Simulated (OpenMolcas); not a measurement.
# C2H2F4 (charge +1): single-point calculation (part 4 of 4)

C2H2F4, charge +1, multiplicity 2; HF/3-21G, UHF (OpenMolcas 26.06). The geometry is that of the parent species in another charge or spin state. The geometry comes from this level: PBE0-D4/def2-TZVP.

Geometry of the input (Å):
```
F  -0.2246  -1.5065  0.9152
C  -0.2112  -0.7378  -0.2117
C  0.2112  0.6743  0.1355
F  1.4344  0.7113  0.6624
F  0.2171  1.4118  -0.9821
F  -0.6246  1.2436  1.0029
H  0.5020  -1.1486  -0.9301
H  -1.2123  -0.7051  -0.6479
```

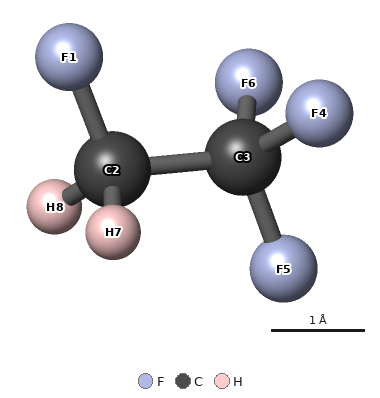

Figure 1. The structure (ball-and-stick view, seen at a tilt; atoms are numbered from 1 in the order of the input).

What the program printed, continued
```
   48    2.8209    0.0000         21 C3     1s     ( 0.964),    27 C3     2pz    ( 1.710),    30 F4     1s     (-1.476),    48 F6     1s     (-1.476),

   49    2.5540    0.0000         14 C2     2px    ( 1.010),    23 C3     2px    (-1.867),    30 F4     1s     ( 1.359),    48 F6     1s     (-1.359),

   50    0.7751    0.0000         12 C2     1s     ( 3.308),

   51    0.8985    0.0000          3 F1     1s     (-0.605),    16 C2     2py    (-0.895),    17 C2     2pz    (-0.740),    18 C2     2pz    ( 0.914),
                                  21 C3     1s     ( 0.581),

   52    0.7584    0.0000         14 C2     2px    ( 0.816),    56 H7     1s     (-1.575),    58 H8     1s     ( 1.565),

   53    1.2569    0.0000         14 C2     2px    ( 1.834),

   54    1.5485    0.0000         12 C2     1s     (-1.459),    56 H7     1s     ( 0.816),    58 H8     1s     ( 0.836),

   55    2.1168    0.0000         14 C2     2px    (-1.264),    23 C3     2px    ( 1.320),

--

++    Molecular properties:
      ---------------------

      Charge (e):
                      =    1.0000
      Dipole Moment (debye):
      Origin of the operator (angstrom)=    0.1424    0.3207    0.2731
                   X= -2.0425E+00               Y= -6.8027E+00               Z= -1.7186E+00           Total=  7.3077E+00
      Center of Charge (angstrom)
                     X=   -0.28283590               Y=   -1.09563065               Z=   -0.08465903
      Quadrupole Moment (debye*angstrom):
      Origin of the operator (angstrom)=    0.1424    0.3207    0.2731
                  XX= -2.8547E+01              XY=  2.4887E+00              XZ=  6.9579E-01              YY= -2.0704E+01
                  YZ=  1.6120E+00              ZZ= -2.7605E+01
      In traceless form (debye*angstrom)
                  XX= -4.3932E+00              XY=  3.7331E+00              XZ=  1.0437E+00              YY=  7.3724E+00
                  YZ=  2.4180E+00              ZZ= -2.9792E+00
--

--- Stop Module: scf /rc=_RC_ALL_IS_WELL_ ---
--- Module scf spent 8 seconds ---

.##################.
.# Happy landing! #.
.##################.

    Timing: Wall=9.91 User=8.08 System=1.82
```

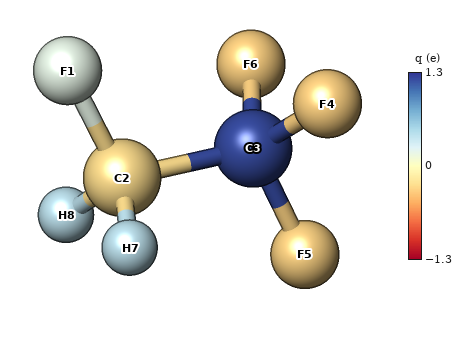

Figure 2. Mulliken charges, as the colour of each atom (ball-and-stick view, seen at a tilt; atoms are numbered from 1 in the order of the input). By element: F −0.33 to +0.19, C −0.27 to +1.20 and H +0.42 e.

Key numbers

```json
{"quantity": "outcome", "value": "converged"}
{"quantity": "total energy", "value": "−471.601691 hartree"}
{"quantity": "basis functions", "value": "58"}
{"quantity": "⟨S²⟩", "value": "0.759"}
{"quantity": "hardware", "value": "1 thread of Arm Neoverse V1, 24 GiB of memory available, shared host"}
{"quantity": "wall time", "value": "10 s"}
{"quantity": "peak memory", "value": "0.39 GiB"}
```
